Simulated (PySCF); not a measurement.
# Excited-state calculation of C$_{4}$H$_{13}$PSi$_{2}$

System: C$_{4}$H$_{13}$PSi$_{2}$.
Method: TDDFT CAM-B3LYP/def2-SVPD, vertical, gas phase, core orbitals frozen in the response (PySCF 2.14.0).

The geometry comes from this level: PBE0-D3(BJ)/def2-SVP. It belongs to a series of runs on one base structure; here: constitutional isomer.

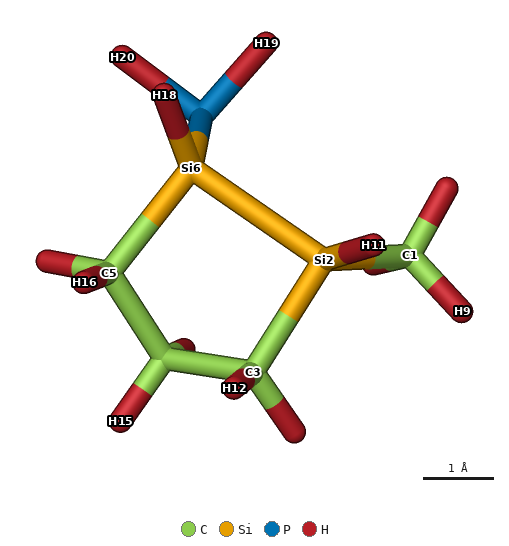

*The structure (stick view, seen at a tilt; atoms are numbered from 1 in the order of the input).*

### The input
```
{"job": {"kind": "uv", "xc": "CAM-B3LYP", "basis": "def2-SVPD", "ip": true, "dynamic": false}, "charge": 0, "multiplicity": 1}
C     -1.276810    -2.500748    -0.572364
Si    -0.933575    -1.322377     0.858346
C     -1.933867     0.297289     0.713784
C     -1.119522     1.329320    -0.081093
C      0.285982     1.521088     0.506432
Si     1.112948    -0.195042     0.630535
P      1.925177    -0.719063    -1.424247
H     -0.647035    -3.401418    -0.504095
H     -2.330892    -2.819727    -0.573002
H     -1.062807    -2.010941    -1.535179
H     -1.180367    -2.014366     2.163178
H     -2.118159     0.676882     1.734485
H     -2.923224     0.126034     0.258332
H     -1.026258     0.994152    -1.130493
H     -1.653709     2.294307    -0.121871
H      0.218721     1.942529     1.525281
H      0.881933     2.229835    -0.091014
H      2.137331    -0.272121     1.718772
H      2.428250    -1.998302    -1.034424
H      3.185764    -0.063108    -1.266821
```

The first line tells a small driver script what to run in PySCF; the rest is the geometry in Å.

Run on 1 CPU thread, shared host.

Run as:
```bash
OMP_NUM_THREADS=1 python <driver script> task.json out
```

### Log
```
coarse grid: 17280 points
cycle   1  E = -1079.9452518975  dE =  4.014e-01  |g| = 3.680e-01  |ddm| = 5.637e+00
cycle   2  E = -1079.9584863390  dE = -1.323e-02  |g| = 3.196e-01  |ddm| = 9.482e-01
cycle   3  E = -1079.9861562444  dE = -2.767e-02  |g| = 3.829e-02  |ddm| = 4.733e-01
cycle   4  E = -1079.9865888650  dE = -4.326e-04  |g| = 1.698e-02  |ddm| = 9.453e-02
cycle   5  E = -1079.9866713298  dE = -8.246e-05  |g| = 3.040e-03  |ddm| = 3.224e-02
cycle   6  E = -1079.9866744485  dE = -3.119e-06  |g| = 7.444e-04  |ddm| = 6.928e-03
final grid: 150448 points
cycle   7  E = -1080.1314960270  dE = -2.934e-05  |g| = 3.103e-03  |ddm| = 6.924e-02
cycle   8  E = -1080.1314963267  dE = -2.997e-07  |g| = 3.023e-03  |ddm| = 1.024e-02
cycle   9  E = -1080.1314987439  dE = -2.417e-06  |g| = 1.638e-04  |ddm| = 3.914e-03
cycle  10  E = -1080.1314987517  dE = -7.749e-09  |g| = 1.126e-04  |ddm| = 7.159e-04
cycle  11  E = -1080.1314987555  dE = -3.786e-09  |g| = 1.849e-05  |ddm| = 1.982e-04
cycle  12  E = -1080.1314987556  dE = -1.380e-10  |g| = 5.273e-06  |ddm| = 4.424e-05
```

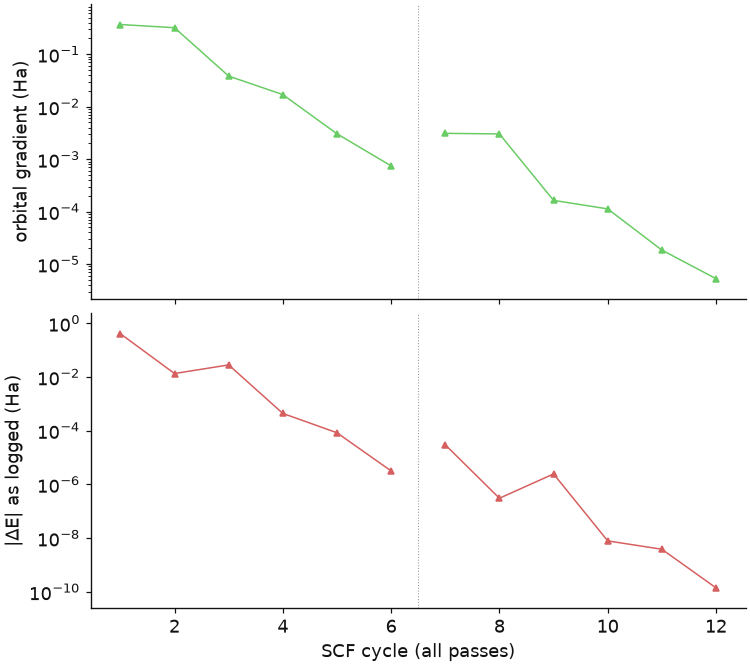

*Convergence of the self-consistent field: orbital gradient and size of the energy change against the SCF cycle. The dotted line marks the change from a coarse to the final integration grid.*

The first 6 cycles use a coarse grid, the final grid takes over at cycle 7, and the field converges after 12 cycles in all.

```
converged SCF energy = -1080.1314987556

Static polarisability (au): isotropic 128.737, principal 115.024 129.010 142.178

Singlet excitations
state   eV       nm        f      main configurations
  1   6.1554    201.4   0.07546   H->L 0.70
  2   6.3697    194.6   0.00133   H-1->L 0.63
  3   6.4890    191.1   0.03768   H->L+1 0.49, H-1->L 0.13, H->L 0.11
  4   6.5366    189.7   0.02803   H->L+2 0.42, H->L+1 0.17, H-1->L+1 0.15
  5   6.8882    180.0   0.03910   H-1->L+1 0.55, H->L+2 0.15
  6   6.9590    178.2   0.15639   H->L+4 0.31, H->L+2 0.14, H-1->L+4 0.11
  7   7.1241    174.0   0.02616   H-1->L+2 0.52, H->L+3 0.11, H-1->L+3 0.09
  8   7.3178    169.4   0.10344   H->L+3 0.32, H-1->L+3 0.28, H-1->L+4 0.14
  9   7.3916    167.7   0.05477   H->L+4 0.27, H-1->L+4 0.22, H->L+3 0.17
 10   7.5267    164.7   0.02235   H->L+5 0.21, H-2->L+1 0.12, H->L+6 0.09

Triplet excitations (Tamm-Dancoff, eV): 5.4458 5.6242 5.6775 5.9612
Vertical ionisation energy (delta-SCF) = 8.9254 eV
```

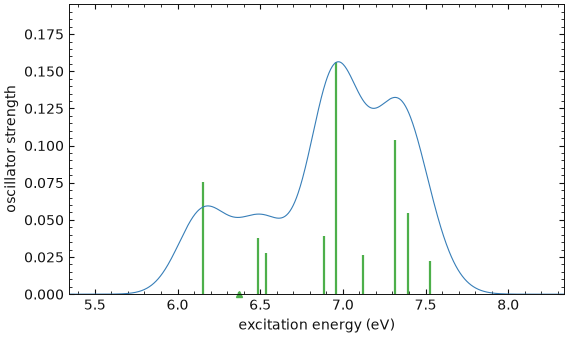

*Computed excitations as sticks (degenerate states added up, dark ones marked on the axis), with a Gaussian envelope of 0.35 eV full width at half maximum, scaled to the tallest.*

Of the 10 states the lowest lies at 6.16 eV (f = 0.075); the strongest line is at 6.96 eV, or 178 nm (f = 0.156).

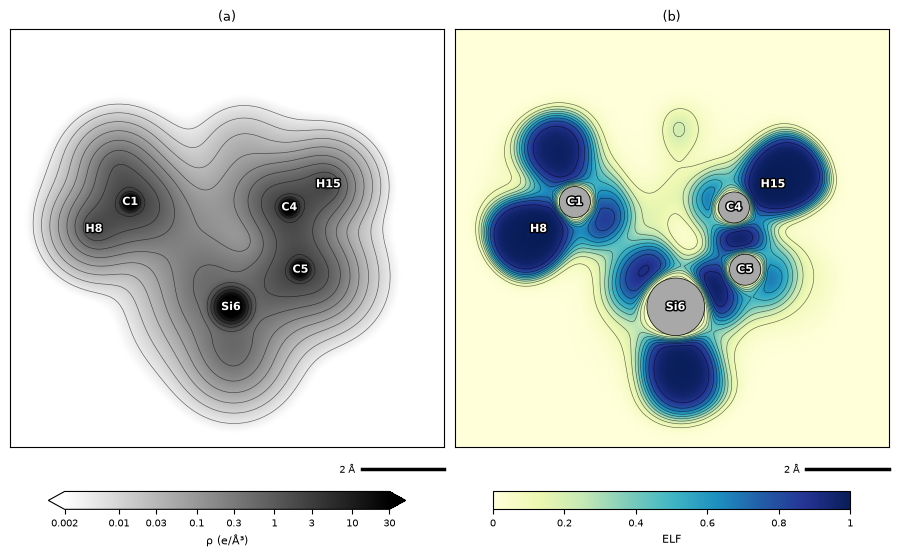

*(a) electron density; (b) electron localisation function on the plane of atoms C4, C5 and Si6. Grey discs, where drawn, cover atomic cores.*

The section cuts through C, Si and H sites. C–Si (1.91 Å): ρ is about 0.92 e/Å³ halfway; the ELF peaks at about 0.95 between the atoms, as expected for localised, shared-pair bonding.

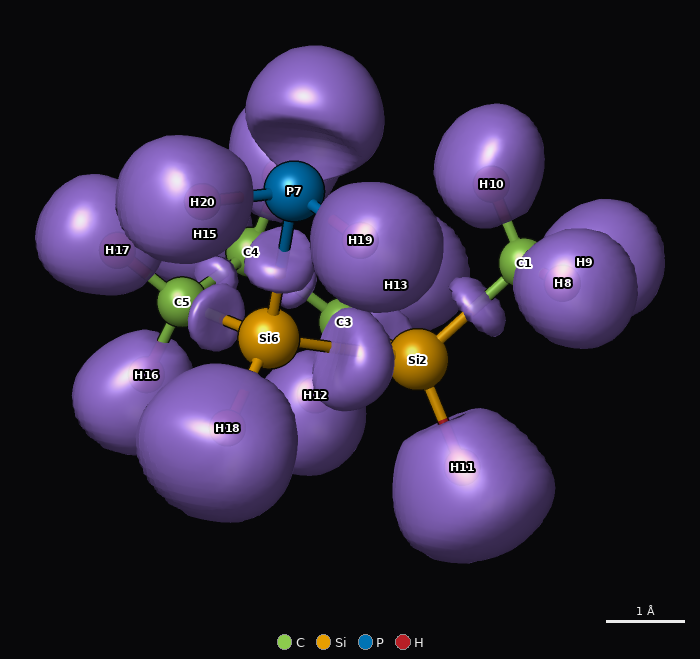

*Isosurface of the ELF at 0.9 (purple), seen from the side. Only the valence region is drawn (cores and ρ < 0.01 e/Å³ removed).*

Along the contacts the grid gives the following.

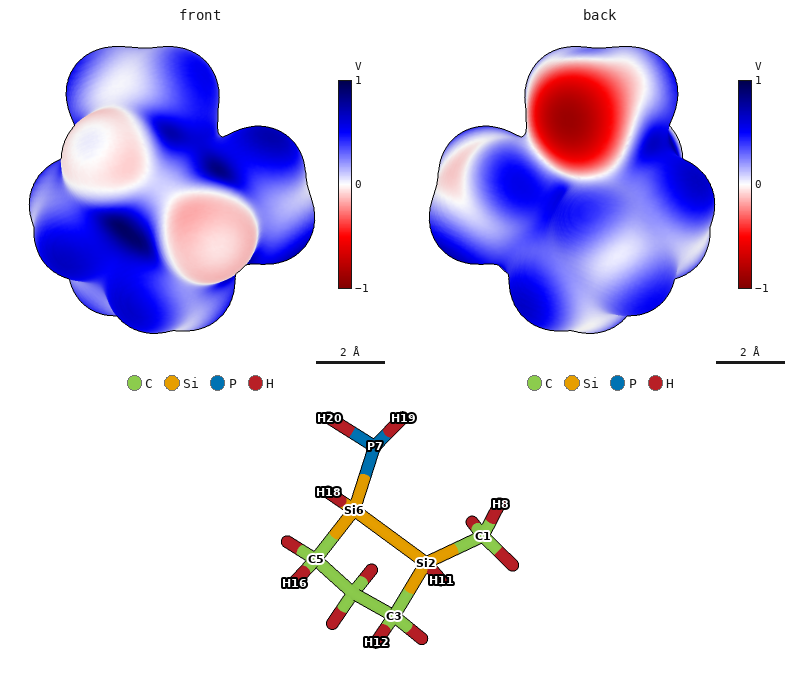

*The molecular electrostatic potential painted on the density surface at 0.002 e/bohr³, seen face on and from behind; red is negative and blue positive. The bare structure is drawn below in the same view.*

Its dipole moment is 0.68 D.

### Summary

```json
{"quantity": "outcome", "value": "converged"}
{"quantity": "total energy", "value": "−1080.131499 hartree"}
{"quantity": "HOMO", "value": "−8.34 eV"}
{"quantity": "LUMO", "value": "0.90 eV"}
{"quantity": "dipole moment", "value": "0.68 D"}
{"quantity": "mean polarisability", "value": "128.74 a.u."}
{"quantity": "vertical ionisation energy", "value": "8.93 eV"}
{"quantity": "lowest singlet excitation", "value": "6.16 eV"}
{"quantity": "wall time", "value": "12 min"}
{"quantity": "peak memory", "value": "1.3 GiB"}
```
